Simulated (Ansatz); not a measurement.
Breaking the Ge2–H3 bond in BGeH5 (SMILES [BH2][GeH3]) (multiplicity 1 held, fragments rigid). Energies count from the point at 1.540 Å.
Geometry at that point (charge 0, multiplicity 1):
```
atom    x (Å)    y (Å)    z (Å)
----  -------  -------  -------
B     -1.6845  -0.0898  -0.3881
Ge     0.3243   0.0133   0.0725
H      1.1614  -1.1822  -0.4179
H      0.9348   1.2960  -0.5323
H      0.5058   0.1201   1.6021
H     -2.4052   0.7934  -0.0463
H     -2.1530  -1.0048  -0.9863
```

Restricted levels (R-, RO-) in cc, def2 and unpolarised 6-31G sets keep to the state of the molecule at rest. U- levels take the lowest unrestricted solution at each point, which mixes spins at long bonds. Active spaces are followed from a long bond inwards. Curves can end on different states.

Cores are frozen in the correlated methods. Filled d and f shells under p-block atoms count as core.

The values were computed with Ansatz (Gaussian basis) for Hartree–Fock, density functionals and correlated methods. Values without a source in brackets are computed.

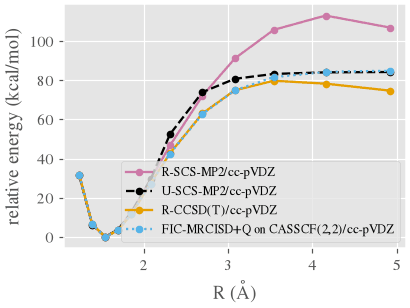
*Relative energy along the coordinate*

Doubts at one or more of the structures used: a restricted determinant that unrestricted orbitals would lower (R-SCS-MP2/cc-pVDZ, R-CCSD(T)/cc-pVDZ); a spin-contaminated determinant (U-SCS-MP2/cc-pVDZ); other coupled-cluster roots lie near (R-CCSD(T)/cc-pVDZ); T1 above 0.05 (R-CCSD(T)/cc-pVDZ).

Ansatz is an electronic-structure program.
